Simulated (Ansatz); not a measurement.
## Electronic structure of CHSSi$_{2}$ (charge +1) in real space

```xyz
5

C    -1.5085   -0.4543   -2.7303
S    -1.5349    1.1734   -2.0203
Si    0.5424    0.6255   -2.1491
Si   -0.8272   -1.4777   -1.4270
H    -1.8875   -0.5826   -3.7519
```

Geometry: B3LYP-D3(BJ)/def2-SVP.

Computed with isolated molecule in a Gaussian basis; Kohn-Sham density functional theory, functional PBE0 (Ansatz 0.2.0).

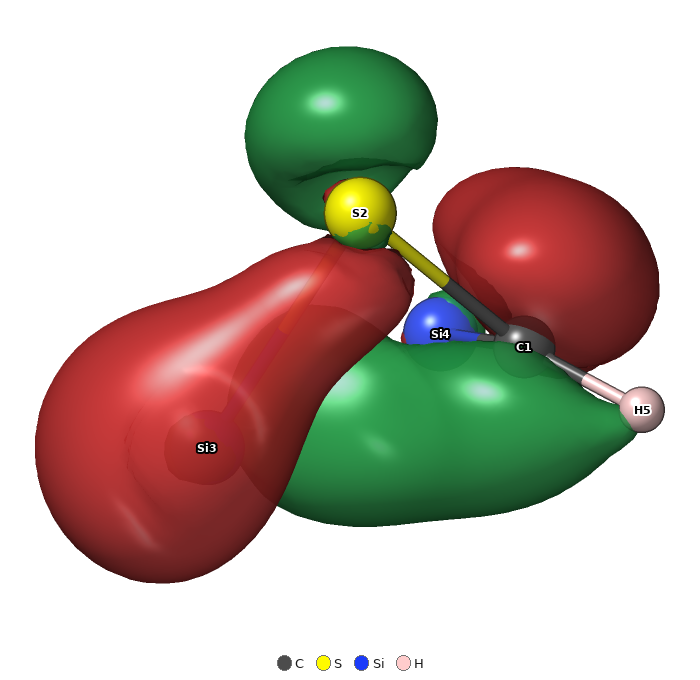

Figure 1. One frontier orbital at ±0.15 Å⁻³ᐟ² (green and red are the two phases), seen from one side.

Which orbital is it: HOMO or LUMO?

Answer. The HOMO, at −12.75 eV. Its weight (Hirshfeld) is mainly on Si3 (about 30 %), Si4 (about 25 %), C1 (about 25 %) and S2 (about 20 %).

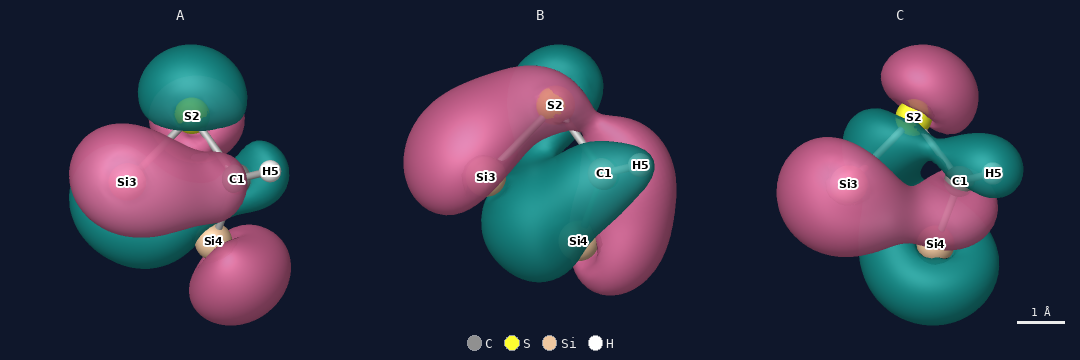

Figure 2. Three frontier orbitals at ±0.08 Å⁻³ᐟ² (teal and pink are the two phases), in no order.

Which picture is the HOMO−1, the HOMO and the LUMO?

Answer. C is the HOMO−1 (−13.27 eV). Its weight (Hirshfeld) is mainly on Si4 (about 40 %), Si3 (about 25 %), S2 (about 20 %) and C1 (about 15 %). B is the HOMO (−12.75 eV). It lies mainly on Si3 (about 30 %), Si4 (about 25 %), C1 (about 25 %) and S2 (about 20 %). A is the LUMO (−8.78 eV). It lies mainly on Si3 (about 35 %), Si4 (about 30 %), S2 (about 25 %) and C1 (about 10 %).

What is the HOMO–LUMO gap?

Answer. 3.97 eV between the orbital energies.
